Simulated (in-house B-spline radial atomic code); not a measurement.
Method: scalar-relativistic (spin-free one-electron X2C) LC-wPBE, spin-polarised, spherical fractional occupations, Fermi nucleus, basis-set limit; computed with an in-house B-spline radial code. The occupation of the 4p shell is varied from Kr⁴⁺ ([Ar] 3d10 4s2 4p2 (high spin)) to Kr³⁺ ([Ar] 3d10 4s2 4p3 (high spin)), with spherical fractional occupations. Wanted, and plotted below: the total energy less the straight line between the end points.

The curve is convex (below the straight line), with the largest deviation among the points computed, −1.23 eV, at 0.5. The end points differ by 54.4 eV, the energy to take the electron out. Convexity is the mark of the delocalisation error, which puts fractional charges too low; for p, d and f shells the spherical spreading of the fraction adds to it. Exact exchange at spherical fractional occupations leaves self-interaction in partly filled shells, which adds to the curvature.

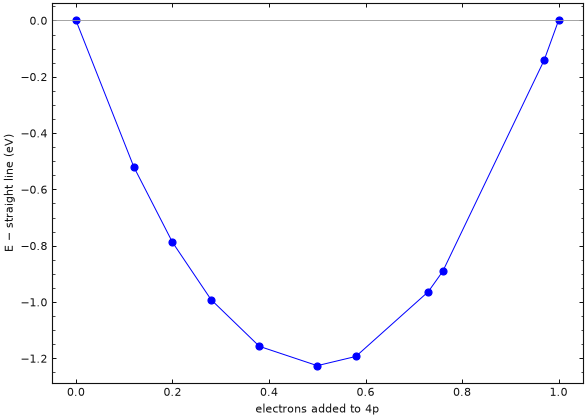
